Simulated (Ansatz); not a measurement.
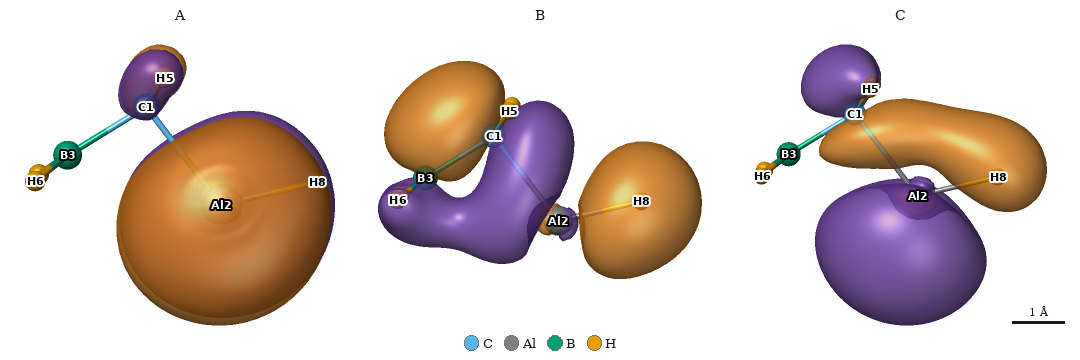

Figure. CH₅AlB (SMILES B[CH2][AlH]) (doublet). Three frontier orbitals at ±0.08 Å⁻³ᐟ² (orange and purple are the two phases), in no order.

Geometry: PBE0-D3(BJ)/def2-SVP.

Computed with isolated molecule in a Gaussian basis; Kohn-Sham density functional theory, functional PBE0 (Ansatz).

```xyz
8

C     0.4147    1.6373    0.3639
Al   -0.8538    2.0867   -1.1399
B     1.4007    2.7487    0.0745
H     0.6768    0.5918    0.1272
H    -0.2507    1.7049    1.2415
H     1.2466    3.8546    0.5506
H     2.3043    2.5856   -0.7194
H    -2.1288    1.1143   -1.2434
```

Question: Order the three orbitals by energy and name them. All are α orbitals.

Answer: B is the HOMO−1 (α) (−8.35 eV). Its weight (Hirshfeld) is mainly on C1 (about 35 %), Al2 (about 20 %), H8 (about 20 %) and B3 (about 15 %). C is the HOMO (α) (−5.72 eV). It lies mainly on Al2 (about 75 %), C1 (about 10 %) and H8 (about 10 %). A is the LUMO (α) (−2.00 eV). Its weight (Hirshfeld) is mainly on Al2 (about 85 %).

Question: What is the gap between the highest occupied and lowest empty α orbitals?

Answer: 3.72 eV between the orbital energies.
